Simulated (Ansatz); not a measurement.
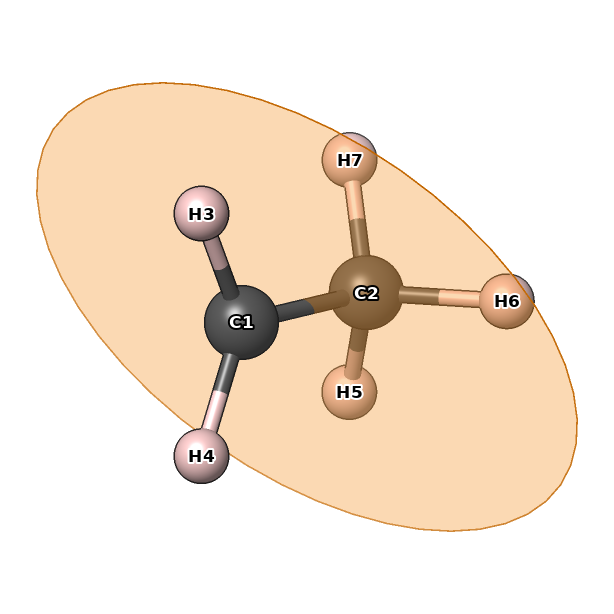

A disc through the centre of mass is drawn in. Atoms fade into the background with distance from the viewer. State: neutral, doublet. The geometry was computed by an optimisation with PBE0-D4/def2-TZVP. No frequency run is at hand to confirm it as a minimum.

### Is the plane of the disc a mirror plane of the structure?

No. The point group is Cs, with 1 mirror plane, and this plane isn't one of its mirror planes.
